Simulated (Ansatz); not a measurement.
# O on Mg(0001): change of the work function

How does O on the fcc site change the work function of Mg(0001) as the layer fills?

Method: plane-wave DFT, PBE, Ansatz PAW, in Ansatz 0.2.0.

## (1) The starting structure

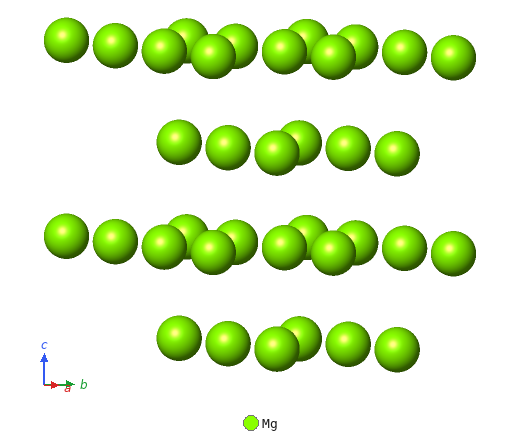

The starting structure, seen from the side, with the c axis up (magnesium green). 3×2×1 cells are drawn. Some periodic images of atoms are drawn too.

The cell holds 4 atoms: 4 Mg. Cell: a = 3.210 Å, b = 3.210 Å, c = 25.820 Å, α = 90.0°, β = 90.0°, γ = 60.0°. Vacuum lies along c.

## (2) The clean slab

The bare slab comes first, as the zero from which every change is counted. The two lowest layers are held at bulk places and the upper ones relax. The dipole correction removes the false field that a one-sided slab makes across the periodic vacuum, so each face gets a flat vacuum level of its own.

File input.yaml:

```yaml
crystal:
  lattice:
    - [3.21, 0.0, 0.0]
    - [1.605, 2.7799415461, 0.0]
    - [0.0, 0.0, 25.81956]
  atoms:
    - { symbol: Mg, position: [0.6666666667, 0.6666666667, 0.3485729424] }
    - { symbol: Mg, position: [0.0, 0.0, 0.4495243141] }
    - { symbol: Mg, position: [0.6666666667, 0.6666666667, 0.5504756859] }
    - { symbol: Mg, position: [0.0, 0.0, 0.6514270576] }
kpoints:
  mp_grid: { grid: [12, 12, 1] }
hamiltonian:
  xc: pbe
scf:
  occupations: { method: fermi_dirac, width: 0.1 }
  convergence: { dr2_threshold: 1.0e-08 }
efield:
  axis: 3
  dipole_correction: true
  ramp_position: 0.97
  ramp_width: 0.06
relax:
  f_tol: 0.02
  max_steps: 60
  constraints: [{ sites: [0, 1] }]
output:
  write_potential: true
  write_density: true
  volumetric_format: npy
```

Started as:

```console
$ ansatz run input.yaml --threads 2 --pin off --max-ram 3072MiB --backend cpu --events-out ev --progress --plain --runs-dir out
```

Numbers of over 12 decimals in the logs are rounded to 6 here.

The log of the run:

```text
Engine: ansatz 0.2.0, aarch64-unknown-linux-gnu
Pseudopotentials: kind: paw
Pseudopotential: Mg, paw, valence charge 10, recommended cutoff 420 eV (normal), Mg.paw.azcp
Functional definition: PBE
  parameter kappa = 0.804
  parameter beta = 0.066725
  exchange = pbe_x(kappa = kappa, mu = beta*pi^2/3)
  correlation = pbe_c(beta = beta)
Crystal: 4 atoms, lattice volume = 230.404 Å³
Basis set: ecut = 420 eV, 4575 PW (Γ), exchange–correlation on 48×48×360 points (8 copies of the dense FFT grid, shifted against one another)
Bands: 24, of which v1, the nominal top of the filled ones, is band 20 counted from 1 (19 counted from 0)
Symmetry: 6 space group operations
k-points: 19 of 144 (time reversal used)
Non-local potential: Mg, projectors of the file, l = 0: 3, l = 1: 2, l = 2: 1
PAW form: soft (Blöchl's): semilocal exchange-correlation on the pseudo side does not see the compensation charge
PAW one-centre angular grid: Mg, 110 points (default); XC on 64 Gauss nodes
Initial density: superposition of atomic densities (neutral atoms: chi_scale 0, normalization atom), corrected by the library's trained network
Initial wavefunctions: pseudopotential atomic-orbital guess
Functional: x = pbe(κ = 0.804, μ = 0.219515), c = pbe(β = 0.066725)
SCF iter   1: F=—  HF=-7694.613554 eV  |F-HF|=—  |Δ(HF+E_count)|=         —  Δρ=7.47e-4  dr2=5.39e-3  ethr=1.77e-3  p=0.000 e·Å  D=2.46e-14 V/Å  ΔV_dip=-0.00 eV  dr2_dipole=1.19e-8  V_vac-E_F(+/−)=3.79/3.79 eV  ⟨swp⟩=8.1  Hψ=2477  notcnv=0
efield: sawtooth ramp at fractional position 0.9700 (set: `efield.ramp_position`, or a place that a band, a saddle search or an elastic batch's reference lends), width 0.0600; the density the first Hamiltonian is built on has a dipole p = 0.000 e·Å; the dipole correction subtracts the counter field D = 2.46e-14 V/Å, which shifts the + side's vacuum level by -0.00 eV against the − side's; the planar-averaged density in the ramp window peaks in size at 1.5e-5 e/Å³
preconditioner: auto → LDOS  [metal: Δε(μ)=0.163 eV  Ē_g=4.548 eV  σ=0.100 eV  W_gap=0.39  n_scr=16 (ndim 8)  ℏωp=6.9 eV  f_vac=0.528  D(μ)=2.23/eV (n_scr^D=10)  β→1.0]
SCF iter   2: F=—  HF=-7694.613892 eV  |F-HF|=—  |Δ(HF+E_count)|=   3.38e-4  Δρ=2.82e-4  dr2=3.90e-4  ethr=1.35e-5  p=0.000 e·Å  D=1.21e-5 V/Å  ΔV_dip=-0.00 eV  dr2_dipole=1.36e-8  V_vac-E_F(+/−)=3.82/3.82 eV  ⟨swp⟩=2.1  Hψ=706  notcnv=0
SCF iter   3: F=—  HF=-7694.613926 eV  |F-HF|=—  |Δ(HF+E_count)|=   3.33e-5  Δρ=9.30e-5  dr2=4.23e-5  ethr=9.74e-7  p=-0.000 e·Å  D=-5.84e-8 V/Å  ΔV_dip=0.00 eV  dr2_dipole=1.53e-10  V_vac-E_F(+/−)=3.80/3.80 eV  ⟨swp⟩=2.3  Hψ=617  notcnv=0
SCF iter   4: F=—  HF=-7694.613948 eV  |F-HF|=—  |Δ(HF+E_count)|=   2.23e-5  Δρ=2.68e-5  dr2=4.91e-6  ethr=1.06e-7  p=-0.000 e·Å  D=-1.95e-7 V/Å  ΔV_dip=0.00 eV  dr2_dipole=4.52e-11  V_vac-E_F(+/−)=3.79/3.79 eV  ⟨swp⟩=2.0  Hψ=527  notcnv=0
SCF iter   5: F=—  HF=-7694.613928 eV  |F-HF|=—  |Δ(HF+E_count)|=   1.99e-5  Δρ=6.90e-6  dr2=4.91e-7  ethr=1.23e-8  p=-0.000 e·Å  D=-1.86e-7 V/Å  ΔV_dip=0.00 eV  dr2_dipole=4.79e-11  V_vac-E_F(+/−)=3.79/3.79 eV  ⟨swp⟩=2.1  Hψ=509  notcnv=0
SCF iter   6: F=—  HF=-7694.613928 eV  |F-HF|=—  |Δ(HF+E_count)|=   2.89e-7  Δρ=1.60e-6  dr2=2.03e-8  ethr=1.23e-9  p=-0.000 e·Å  D=-9.73e-8 V/Å  ΔV_dip=0.00 eV  dr2_dipole=1.13e-12  V_vac-E_F(+/−)=3.79/3.79 eV  ⟨swp⟩=2.0  Hψ=530  notcnv=0
SCF iter   7: F=-7694.613928 eV  HF=-7694.613928 eV  |F-HF|=7.69e-10  |Δ(HF+E_count)|=   7.80e-9  Δρ=3.80e-7  dr2=3.40e-10  ethr=2.50e-11  p=-0.000 e·Å  D=-8.33e-9 V/Å  ΔV_dip=0.00 eV  dr2_dipole=6.67e-13  V_vac-E_F(+/−)=3.79/3.79 eV  ⟨swp⟩=8.7  Hψ=2644  notcnv=0
SCF 1 converged in 7 iterations: F = -7694.613928 eV  dr2 = 3.40e-10
  greatest PAW one-centre occupation: 1.000 electrons in one spin orbital (limit 2), on the Mg atom at site 2 (counted from 0), in its partial waves of l = 0
relax step   1: F+E_penalty+E_count = -7694.61392834 eV  Δ(F+E_penalty+E_count) = +0.000e0 eV  max|allowed force component| = 4.415e-2 eV/Å  Δτ_max = 0.0000 Å  (7 SCF iters, accepted)
Initial density: handed on by an earlier stage of this run
Initial wavefunctions: those handed on with the density
iter 1 solved again at ethr=7.55e-6 eV; its pass at ethr=3.10e-3 eV (dr2=3.02e-3 eV) is discarded
SCF iter   1: F=—  HF=-7694.614722 eV  |F-HF|=—  |Δ(HF+E_count)|=         —  Δρ=2.19e-4  dr2=9.85e-4  ethr=7.55e-6  p=-0.000 e·Å  D=-2.46e-8 V/Å  ΔV_dip=0.00 eV  dr2_dipole=5.18e-5  V_vac-E_F(+/−)=3.79/3.79 eV  ⟨swp⟩=2.3  Hψ=1585  notcnv=0
efield: sawtooth ramp at fractional position 0.9700 (set: `efield.ramp_position`, or a place that a band, a saddle search or an elastic batch's reference lends), width 0.0600; the density the first Hamiltonian is built on has a dipole p = -0.000 e·Å; the dipole correction subtracts the counter field D = -2.46e-8 V/Å, which shifts the + side's vacuum level by +0.00 eV against the − side's; the planar-averaged density in the ramp window peaks in size at 3.7e-7 e/Å³
preconditioner: auto → LDOS  [metal: Δε(μ)=0.173 eV  Ē_g=4.535 eV  σ=0.100 eV  W_gap=0.41  n_scr=16 (ndim 8)  ℏωp=6.9 eV  f_vac=0.529  D(μ)=2.24/eV (n_scr^D=10)  β→1.0]
SCF iter   2: F=—  HF=-7694.614661 eV  |F-HF|=—  |Δ(HF+E_count)|=   6.12e-5  Δρ=7.35e-5  dr2=3.77e-5  ethr=2.46e-6  p=-0.000 e·Å  D=-6.75e-5 V/Å  ΔV_dip=0.00 eV  dr2_dipole=1.71e-6  V_vac-E_F(+/−)=3.79/3.79 eV  ⟨swp⟩=2.0  Hψ=503  notcnv=0
SCF iter   3: F=—  HF=-7694.614688 eV  |F-HF|=—  |Δ(HF+E_count)|=   2.78e-5  Δρ=2.08e-5  dr2=3.89e-6  ethr=9.43e-8  p=0.000 e·Å  D=9.60e-5 V/Å  ΔV_dip=-0.00 eV  dr2_dipole=1.74e-10  V_vac-E_F(+/−)=3.79/3.79 eV  ⟨swp⟩=2.0  Hψ=776  notcnv=0
SCF iter   4: F=—  HF=-7694.614664 eV  |F-HF|=—  |Δ(HF+E_count)|=   2.43e-5  Δρ=5.71e-6  dr2=4.02e-7  ethr=9.72e-9  p=0.000 e·Å  D=1.11e-4 V/Å  ΔV_dip=-0.00 eV  dr2_dipole=1.72e-8  V_vac-E_F(+/−)=3.79/3.79 eV  ⟨swp⟩=2.0  Hψ=522  notcnv=0
SCF iter   5: F=-7694.614664 eV  HF=-7694.614664 eV  |F-HF|=2.85e-9  |Δ(HF+E_count)|=   3.01e-8  Δρ=1.43e-6  dr2=7.85e-9  ethr=2.50e-11  p=0.000 e·Å  D=1.31e-4 V/Å  ΔV_dip=-0.00 eV  dr2_dipole=1.10e-9  V_vac-E_F(+/−)=3.79/3.79 eV  ⟨swp⟩=7.8  Hψ=2951  notcnv=0
SCF 2 converged in 5 iterations: F = -7694.614664 eV  dr2 = 7.85e-9
  greatest PAW one-centre occupation: 1.000 electrons in one spin orbital (limit 2), on the Mg atom at site 1 (counted from 0), in its partial waves of l = 0
relax step   2: F+E_penalty+E_count = -7694.61466413 eV  Δ(F+E_penalty+E_count) = -7.358e-4 eV  max|allowed force component| = 1.544e-2 eV/Å  Δτ_max = 0.0287 Å  (5 SCF iters, accepted)
NSCF: frozen V_eff on 19 k-points
the band table was solved once a step of the walk had ended and its energy, with any forces and stress, was formed, with the checks that follow a solve (2497 applications of the Hamiltonian). They found nothing against the state; the energy, forces and stress were not computed again (output.eigenvalues in the input reference)
WARN: The output density's exchange-correlation potential varies sharply where the density is thin. Do not read a vacuum level from v_tot or v_xc, or from such a field of the output density. On a cell that repeats whose density bears no net charge and no dipole along the vacuum's axis use v_es (v_loc + v_h of the components); under efield.dipole_correction with no amplitude use v_es + v_field, which holds any externa [...]
SCF converged after 5 iterations
Free energy (F): -7694.614664 eV
Harris-Foulkes:  -7694.614664 eV  (|F-HF|=2.85e-9)
Internal energy: -7694.543245 eV  (E = F + TS)
E sigma→0 (E₀):  -7694.578954 eV
Entropy (-TS):   -0.071420 eV (-17.855 meV/atom)
Fermi energy:    0.029478 eV
Dipole field:    D = 0.000172 V/Å  (p = 0.000219 e·Å, saw-weighted, corrected)
Work function:   Φ+ = 3.7873 eV   Φ− = 3.7918 eV
Levels:          The Fermi level and band energies are counted from a zero that moves with the ramp; work functions are not
--- Per-component energies (eV) ---
  E_band       = -1655.090316
  E_kinetic    = 297.500953
  E_local      = -32041.579430  (includes V_loc(G=0)·N_el)
  E_nonlocal   = 383.077104
  E_hartree    = 14982.417556
  E_xc         = -112.093321
  E_vxc        = -144.525410  (∫ρ·V_xc dr)
  E_paw        = -1170.697246  (= ΣΔE_a)
  E_vpaw       = -114.398191  (= ΣTr[D̂ρ^β])
  E_aug_tail   = -0.000015  (compensation charges beyond the density's cutoff)
  E_efield     = 0.000000  (sawtooth field / dipole correction)
  E_vefield    = -0.000058  (∫n·V_field dr)
  E_ewald      = 9966.831155
  E_smearing   = -0.071420  (= −TS)
  E_closure    = 0.000000  (closes the sum)
  Σ components = -7694.614664   (vs F -7694.614664, Δ=0.00e0)
--- Forces (eV/Å), atoms counted from 1 ---
  atom   1  Mg    -0.00000000     0.00000000    -0.04352532
  atom   2  Mg     0.00000000    -0.00000000     0.03942642
  atom   3  Mg    -0.00000000     0.00000000    -0.01135304
  atom   4  Mg     0.00000000    -0.00000000     0.01543568
  max |Σ_I F_I| component: 1.63e-5 eV/Å
--- Band table (eV; the first three rows and the last of 19) ---
  k-point 0: bands = [... 16 lower, -6.5118, -5.7358, -4.4563, -2.7079, -0.9499, 1.2324, 2.8336, 3.6962]
  k-point 1: bands = [... 16 lower, -6.3761, -5.6010, -4.3227, -2.5750, -0.8237, 1.3598, 2.9633, 3.8279]
  k-point 2: bands = [... 16 lower, -5.9704, -5.1979, -3.9232, -2.1781, -0.4451, 1.7374, 3.3475, 4.2198]
  k-point 18: bands = [... 16 lower, -0.2640, -0.2571, -0.2503, 0.4095, 0.4203, 0.4303, 1.5893, 2.1911]
--- Relaxed structure (2 steps of the walk, 2 accepted, 0 SCFs on fresh bases) ---
  F+E_penalty+E_count = -7694.61466413 eV   max|allowed force component| = 1.544e-2 eV/Å
  atoms:
    - { symbol: Mg, position: [0.666667, 0.666667, 0.348573] }
    - { symbol: Mg, position: [0.0, 0.0, 0.449524] }
    - { symbol: Mg, position: [0.666667, 0.666667, 0.550673] }
    - { symbol: Mg, position: [0, 0, 0.652538] }
```

It took 12 s on 2 threads of Arm Neoverse N1, shared host; peak memory 0.42 GiB.

The steps of the relaxation:

| step | energy less that of the first step (eV) | largest force component (eV/Å) |
| --- | --- | --- |
| 1 | 0.0000 | 0.0442 |
| 2 | -0.0007 | 0.0154 |

Forces are held to the 6 operations that the run works with; a distortion that breaks them can't arise in this run.

The atoms that moved most (Å):

| atom | dx | dy | dz | length |
| --- | --- | --- | --- | --- |
| Mg4 | 0.000 | 0.000 | 0.029 | 0.029 |
| Mg3 | 0.000 | 0.000 | 0.005 | 0.005 |

The relaxed structure:

```cif
data_structure
_symmetry_space_group_name_H-M 'P 1'
_symmetry_Int_Tables_number 1
_cell_length_a 3.2100
_cell_length_b 3.2100
_cell_length_c 25.8196
_cell_angle_alpha 90.000
_cell_angle_beta 90.000
_cell_angle_gamma 60.000
_cell_volume 230.40
loop_
_atom_site_label
_atom_site_type_symbol
_atom_site_fract_x
_atom_site_fract_y
_atom_site_fract_z
_atom_site_occupancy
Mg1 Mg 0.66667 0.66667 0.34857 1
Mg2 Mg 0.00000 0.00000 0.44952 1
Mg3 Mg 0.66667 0.66667 0.55067 1
Mg4 Mg 0.00000 0.00000 0.65254 1
```

This step gave:

```yaml
energy_at_zero_smearing: -7694.5790 eV
work_function_upper_face: 3.787 eV
dipole_along_the_normal: 2.19e-4 e·Å
```

Running mean over 2.60652 Å of the planar mean; the ramp of the sawtooth is left out. Table of electron's electrostatic potential energy less the Fermi level by z:

| z (Å) | electron's electrostatic potential energy less the Fermi level (eV) |
| --- | --- |
| 4 | 3.79 |
| 5 | 3.78 |
| 6 | 3.64 |
| 7 | 2.60 |
| 8 | -2.09 |
| 9 | -4.02 |
| 10 | -4.04 |
| 11 | -4.01 |
| 12 | -3.99 |
| 13 | -3.98 |
| 14 | -4.00 |
| 15 | -3.95 |
| 16 | -3.97 |
| 17 | -3.95 |
| 18 | -1.31 |
| 19 | 2.90 |
| 20 | 3.68 |
| 21 | 3.78 |
| 22 | 3.79 |

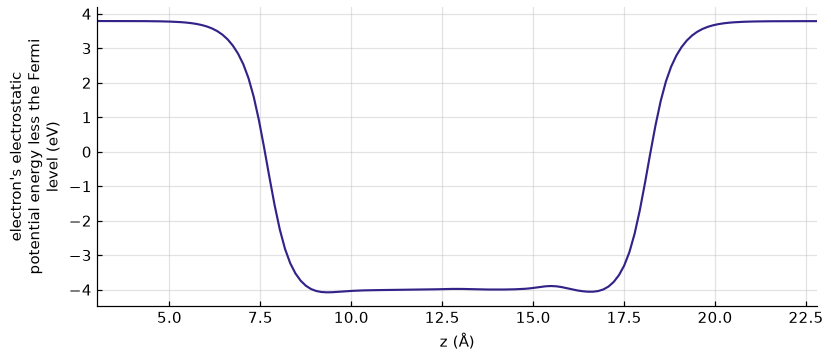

Electron's electrostatic potential energy less the Fermi level against z.

The relaxation took 2 steps and lowered the energy by 7.4e-4 eV; the largest force on the free atoms ends at 0.015 eV/Å.

The work function of the upper face is 3.79 eV.

(Continued in part 2 of 3.)

[Logs are printed without paths, hosts, clocks, repeated set-up lines and the standing remarks that a program may print on its own settings, such as how far it seeks lower states.]

[Hosts, paths, dates, database ids (printed as entryN), source tags and the programs' standing remarks are cut or masked in the printed files.]

[Maps of the electrostatic potential energy from Ansatz leave out the sawtooth potential of an applied field or a dipole correction, so their vacuum need not be flat; planar profiles and work functions include it.]
